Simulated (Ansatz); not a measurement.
# ZrBF: from a guess to a relaxed structure, part 2 of 2

Where does this trial cell of ZrBF go when cell and atoms are let free?

Ansatz 0.2.0; DFT PBE, scalar-relativistic, plane waves, PAW. Earlier steps stand in the parts before.

### Step 4. Spin check on a coarse mesh

input.yaml

```yaml
crystal:
  lattice:
    - [3.399235245, 0.0, 0.0]
    - [0.0, 3.399235245, 0.0]
    - [0.0, 0.0, 6.2988196713]
  atoms:
    - { symbol: Zr, position: [0.0, 0.5, 0.2646208239], spin: 1.0 }
    - { symbol: Zr, position: [0.5, 0.0, 0.7353791761], spin: 1.0 }
    - { symbol: B, position: [0.0, 0.5, 0.6326318233] }
    - { symbol: B, position: [0.5, 0.0, 0.3673681767] }
    - { symbol: F, position: [0.0, 0.0, 0.0] }
    - { symbol: F, position: [0.5, 0.5, 0.0] }
basis:
  ecutwfc: 420
kpoints:
  mp_grid: { grid: [6, 6, 4] }
hamiltonian:
  xc: pbe
scf:
  occupations: { method: gaussian, width: 0.1 }
  lower_state_search: "off"
output:
  forces: true
  stress: true
  eigenvalues: true
  populations: true
magnetization:
  spin_polarized: true
```

Started as:

```sh
$ ansatz run input.yaml --threads 1 --pin off --max-ram 2048MiB --backend cpu --events-out ev --progress --plain --runs-dir out
```

Log, cut to the lines that bear on the results:

```text
[...]
SCF converged after 15 iterations
Magnetization: -0.0000 μB (22.0000 up, 22.0000 down)
Absolute magnetization: 0.0000 μB (∫|ρ↑−ρ↓|, with the PAW one-centre terms)
Spin contamination: 0.0000 ħ² per cell (⟨S²⟩ above its minimum at these occupations)
Per-site moments (μB) at R_I (Å): [(3.4444870377115166e-7, 0.9561894054386407), (3.444487038453614e-7, 0.9561894054386407), (-1.2453835603939483e-6, 0.9561894054386407), (-1.2453835604216232e-6, 0.9561894054386407), (-1.2581912395501678e-7, 0.9819682257233119), (-1.258191239482079e-7, [...]
Free energy (F): -10297.488281 eV
[...]
E sigma→0 (E₀):  -10297.485323 eV
Entropy (-TS):   -0.005916 eV (-0.986 meV/atom)
Fermi energy:    12.184623 eV
[...]
--- Forces (eV/Å), atoms counted from 1 ---
  atom   1  Zr     0.00000000     0.00000000    -0.02485650
  atom   2  Zr     0.00000000     0.00000000     0.02485650
  atom   3  B      0.00000000     0.00000000     0.00677018
  atom   4  B      0.00000000     0.00000000    -0.00677018
  atom   5  F      0.00000000     0.00000000     0.00000000
  atom   6  F      0.00000000     0.00000000    -0.00000000
[...]
--- Stress (GPa, compression-positive) ---
       -0.269773       0.000000       0.000000
        0.000000      -0.269773       0.000000
        0.000000       0.000000      -0.206514
  P = ⅓ Tr σ = -0.2487 GPa (-2.487 kbar)
--- Band table (eV; the first three rows and the last of 60) ---
[...]
--- Löwdin populations: 6 sites ---
  site symbol       q [e]    m [muB]
     0     Zr     11.0870     0.0000
     1     Zr     11.0870     0.0000
     2      B      3.4514    -0.0000
     3      B      3.4514    -0.0000
     4      F      7.4127    -0.0000
     5      F      7.4127    -0.0000
  spilling = 0.002226 (of n_electrons = 44.000000)
```

It took 13 s on 1 thread of Arm Neoverse V2, shared host; peak memory 0.38 GiB.

By site:

```csv
atom,Löwdin electrons
Zr1,11.09
Zr2,11.09
B3,3.45
B4,3.45
F5,7.41
F6,7.41
```

The same cell is solved with trial moments on Zr. The largest site moment that stays is 0.00 μB and the cell's total 0.00 μB. The workflow keeps spin only above 0.25 μB on a site, so the next run goes without spin.

### Step 5. Final relaxation

The end of the coarse run is made exact in the group found at a tolerance of 0.06 Å and reduced to its primitive cell.

input.yaml

```yaml
crystal:
  lattice:
    - [3.399235245, 0.0, 0.0]
    - [0.0, 3.399235245, 0.0]
    - [0.0, 0.0, 6.2988196713]
  atoms:
    - { symbol: Zr, position: [0.0, 0.5, 0.2646208239] }
    - { symbol: Zr, position: [0.5, 0.0, 0.7353791761] }
    - { symbol: B, position: [0.0, 0.5, 0.6326318233] }
    - { symbol: B, position: [0.5, 0.0, 0.3673681767] }
    - { symbol: F, position: [0.0, 0.0, 0.0] }
    - { symbol: F, position: [0.5, 0.5, 0.0] }
basis:
  ecutwfc: 420
kpoints:
  mp_grid: { grid: [12, 12, 6] }
hamiltonian:
  xc: pbe
scf:
  occupations: { method: gaussian, width: 0.1 }
output:
  forces: true
  stress: true
  eigenvalues: true
  write_density: true
  write_potential: true
  elf: true
  volumetric_format: npy
relax:
  adjacent_minimum: "off"
  f_tol: 0.01
  max_steps: 80
  cell: { stress_tol: 0.05 }
```

Started as:

```sh
$ ansatz run input.yaml --threads 1 --pin off --max-ram 2048MiB --backend cpu --events-out ev --progress --plain --runs-dir out
```

Log, cut to the lines that bear on the results:

```text
Warning: RAYON_NUM_THREADS=1 ignored (pool sized by the plan → 1); use --threads N
[...]
[... 5 set-up lines as earlier in the session ...]
[...]
Crystal: 6 atoms, lattice volume = 72.782 Å³
Basis set: ecut = 420 eV, 1409 PW (Γ), exchange–correlation on 48×48×90 points (8 copies of the dense FFT grid, shifted against one another)
Bands: 28, of which v1, the nominal top of the filled ones, is band 22 counted from 1 (21 counted from 0)
[... 1 set-up line as earlier in the session ...]
Space group: P4/nmm (ITA 129), of the structure as read, at distance tolerance 4.2e-5 Å
k-points: 112 of 864
[...]
        0.000000      -0.014389       0.000000
        0.000000       0.000000       0.003515
  P = ⅓ Tr σ = -0.0084 GPa (-0.084 kbar)
--- Band table (eV; the first three rows and the last of 112) ---
[...]
--- Relaxed structure (5 steps of the walk, 4 accepted, 1 SCFs on fresh bases) ---
  F+E_penalty+E_count = -10297.49925420 eV   max|allowed force component| = 1.411e-3 eV/Å   (the final SCF, on the basis selected at the relaxed cell)
  cell:  # Å, volume = 72.7193 Å³
    - [3.389077156354306, -1.568006411964725e-34, 0.0]
    - [0.0, 3.389077156354306, 0.0]
    - [0.0, 0.0, 6.331212618907465]
  atoms:
    - { symbol: Zr, position: [-7.838392078874352e-37, 0.5, 0.2626362652493064] }
    - { symbol: Zr, position: [0.5, 1.8443275479706496e-38, 0.7373637347506936] }
    - { symbol: B, position: [-3.1353568315497405e-37, 0.5, 0.6295041819936675] }
    - { symbol: B, position: [0.5, 1.8443275479706496e-38, 0.37049581800633247] }
    - { symbol: F, position: [1.2080345439206357e-36, 1.8443275479704358e-38, -8.032632147447166e-20] }
    - { symbol: F, position: [0.5, 0.5, -8.032632147447118e-20] }
```

Wall time 77 s (1 thread of Arm Neoverse V2, shared host); peak memory 0.47 GiB.

The steps of the relaxation:

```
step  energy from step 1 (eV/cell)  largest force component (eV/Å)  pressure (GPa)  volume (Å³)
   1                        0.0000                          0.1982           -0.11        72.78
   2                        0.0026                          0.1274           -0.36        72.89
   3                       -0.0060                          0.0489            0.10        72.67
   4                       -0.0059                          0.0234           -0.02        72.72
   5                       -0.0060                          0.0014            0.00        72.72
   6                       -0.0057                          0.0014           -0.01        72.72
```

Step 1 is the start. Step 6 repeats the geometry before it on a plane-wave basis chosen anew for that cell, so its energy need not be comparable with the rows above. Step 2 was tried and not accepted.

|  | before | after | change |
| --- | --- | --- | --- |
| a (Å) | 3.399 | 3.389 | -0.3 % |
| b (Å) | 3.399 | 3.389 | -0.3 % |
| c (Å) | 6.299 | 6.331 | +0.5 % |
| volume (Å³/atom) | 12.13 | 12.12 | -0.1 % |
| shortest distance (Å) | 2.318 | 2.323 | +0.2 % |
| space group (0.01 Å) | P4/nmm | P4/nmm | same |

Forces and stress were held to the start's 16 operations: a distortion of lower symmetry was not tested.

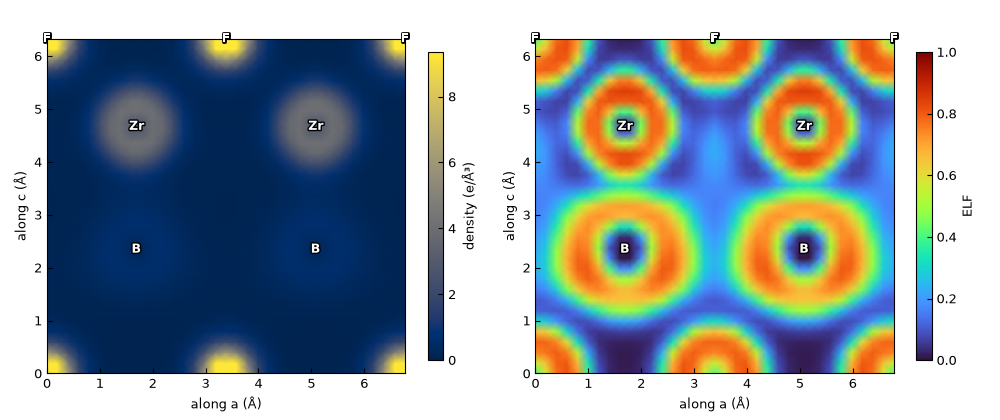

Density (left) and ELF (right) in a lattice plane of the grid's cell (edges 3.39 and 6.33 Å, at 0.000 of the third edge), which holds Zr and B and F. Only atoms in the plane are labelled; the density scale stops at 9.35 e/Å³. Both are smooth fields of the valence electrons: close to the nuclei they are not physical.

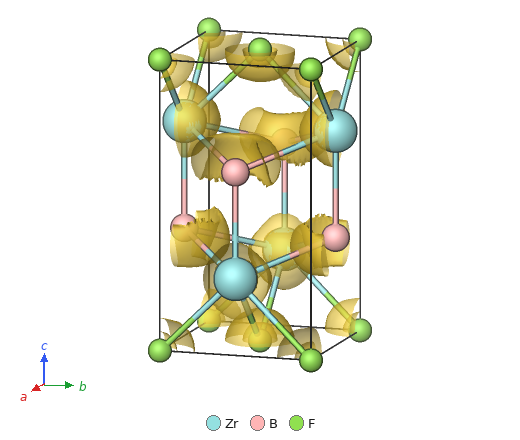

Surface of ELF = 0.75, drawn in one cell.

Maxima of ELF outside the ion cores: 0.82 in the shell around F, 0.5 Å from F; 0.81 on the B–Zr line, 0.8 Å from B; 0.80 beside B, off the lines to its neighbours, 0.9 Å from B.

### Step 6. What came out

What follows sums up all 2 parts. Changes of volume or cell count from the first structure of part 1.

| quantity | value |
| --- | --- |
| symmetry at the end (tolerance 0.05 Å) | space group P4/nmm (No. 129) |
| conventional cell | a = 3.389 Å, b = 3.389 Å, c = 6.331 Å, α = 90.00°, β = 90.00°, γ = 90.00° |
| volume | 12.12 Å³/atom |
| energy over the elements (uncorrected; H, N, O, F and Cl as molecules) | -1.13 eV/atom |
| gap on the mesh | none (metal) |

**Reading.** The space group P4/nmm (No. 129) is kept, and the volume per atom shrinks by 14.0 % from the first guess. A negative formation energy is needed for stability but isn't enough; other structures and compounds were not set against it here. No finished test with a distortion of lower symmetry is shown, so the end may be a saddle point. Other magnetic orders were not searched.
